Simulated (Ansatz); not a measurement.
Starting cell, MgS (rock salt):

```xyz
4
Lattice="0.0000 5.2031 5.2031 2.6015 0.0000 2.6015 2.6015 2.6015 0.0000" Properties=species:S:1:pos:R:3 pbc="T T T"
S      0.0000     0.0000     0.0000
S      2.6015     2.6015     5.2031
Mg     2.6015     2.6015     2.6015
Mg     2.6015     5.2031     5.2031
```

The atoms are displaced by Q × the pattern below (from a DFPT mode at L = (0.5, 0.0, 0.0), largest move 1; Q in Å), at fixed cell. (q is in reciprocal vectors of the primitive cell; the cell shown is doubled to hold the pattern.)

```json
[
 {"atom": "Mg3", "x": "-0.577", "y": "0.577", "z": "0.577"},
 {"atom": "Mg4", "x": "0.577", "y": "-0.577", "z": "-0.577"}
]
```

Atoms not listed stay in place.

All values below come from r2SCAN (plane waves to 500 eV, PAW, scalar-relativistic; Ansatz, an electronic-structure program). k mesh 11×11×11 (Γ-centred), Fermi-Dirac smearing 0.05 eV. Energies are smeared free energies. MgS was relaxed with its symmetry unable to fall. The zero of ΔE is the undisplaced structure.

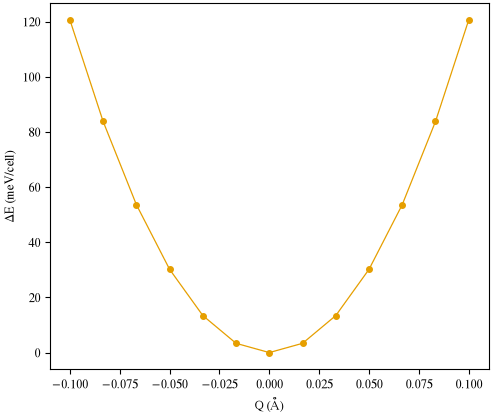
Fig. 1. ΔE (meV/cell) against Q (Å); markers are the computed points, lines only join them.

What is the energy change at Q = 0.100 Å?

About 120 meV/cell.

What harmonic wavenumber does the curvature at Q = 0 give?

About 370 cm⁻¹.

(A displaced cell: forces are minus the slopes of the energy, force constants its curvatures, and phonons follow from these.)
